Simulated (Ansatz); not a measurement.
## Electronic structure of BClH$_{11}$O$_{2}$Si$_{4}$···Cl in real space

```xyz
20

B    -1.4597   -1.2217   -1.2927
Cl   -0.0830   -2.9742   -0.5109
Cl   -2.1961   -1.7147   -2.8214
O    -0.7150   -0.1288   -1.1892
Si    0.3398    0.5403   -0.0639
Si    0.5721    2.7862   -0.6785
Si   -0.5275    0.4196    2.1123
Si    2.4321   -0.5241   -0.1497
H    -1.4922   -2.4149    0.1333
O    -2.2724   -1.6269   -0.0802
H    -0.7470    3.4744   -0.6947
H     1.4504    3.4498    0.3230
H     1.1960    2.9059   -2.0234
H    -0.6610   -0.9889    2.5710
H     0.4290    1.1265    3.0088
H    -1.8556    1.0856    2.2091
H     3.4574    0.5245    0.1220
H     2.6648   -1.0788   -1.5084
H     2.5672   -1.5865    0.8773
H    -3.0994   -2.0534   -0.3442
```

A transition-state structure; geometry: PBE0-D4/def2-TZVP.

All numbers below come from RKS PBE0-D4/def2-TZVPP in Ansatz 0.2.0.

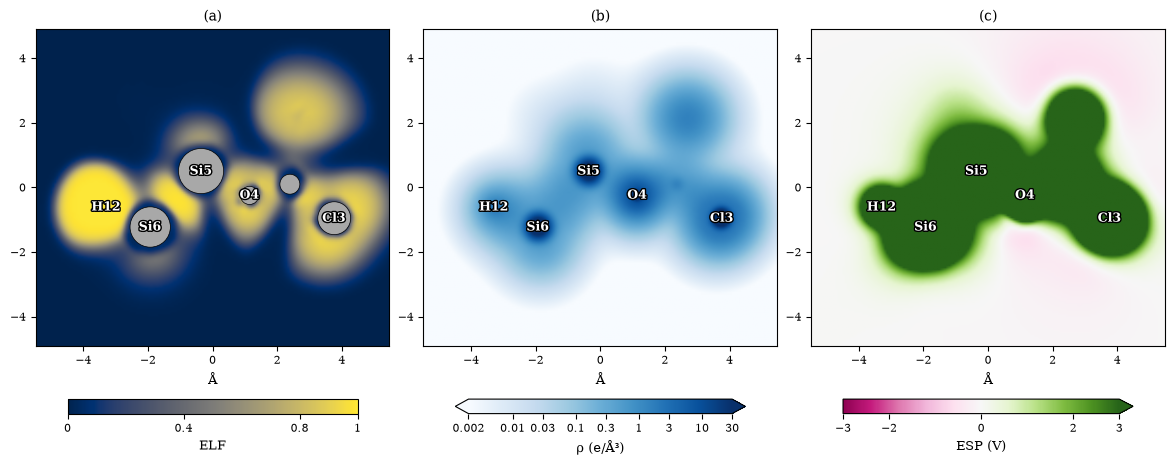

Figure 1. (a) ELF; (b) total electron density; (c) molecular electrostatic potential on the plane of atoms Si5, Si6 and H12. Grey discs cover the atomic cores in the ELF map.

Q: Interpret the plot.

A: The section cuts through Cl, O, Si and H sites. Si–O (1.68 Å): ρ is about 1 e/Å³ halfway; the ELF peaks at about 0.85 between the atoms, as expected for a shared but strongly polarised pair. Si–Si (2.34 Å): ρ is about 0.64 e/Å³ halfway; the ELF peaks at about 1 between the atoms, as expected for a shared electron pair. The ELF also peaks beside Cl3 and O4, away from the bonds: lone-pair regions. Outside the dense part of the complex the potential is most negative (−0.6 V) near Cl2, which lies off the plane.

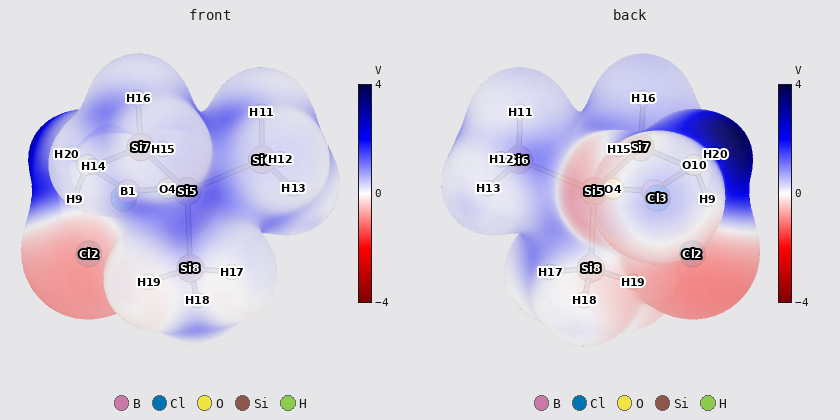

Figure 2. The molecular electrostatic potential painted on the density surface at 0.002 e/bohr³, seen from the front and from behind; the colour scale runs from red (negative) to blue (positive).

Q: Describe the electrostatic potential map.

A: The most negative region (about −0.9 V) lies over Cl2, the most positive (about +3.8 V) over H20. Cl3 shows a σ-hole: about +0.4 V at the tip opposite its bond, against about −0.1 V on its flanks.

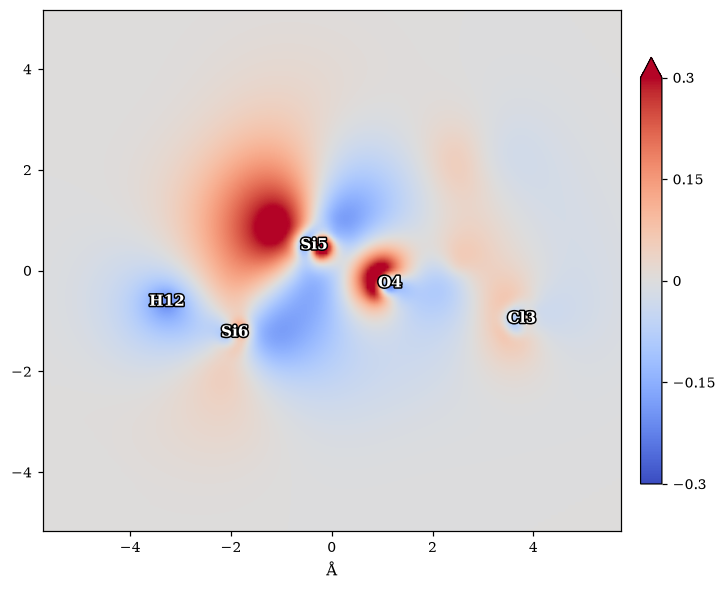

Figure 3. The LUMO on the plane of atoms Si5, Si6 and H12 (values in Å⁻³ᐟ²; the overall sign is arbitrary).

Q: Describe this orbital and give its energy.

A: Its weight (Hirshfeld) is mainly on Si5 (about 30 %), Si7 (about 15 %), Si8 (about 10 %) and Si6 (about 10 %). Its energy is −1.02 eV.
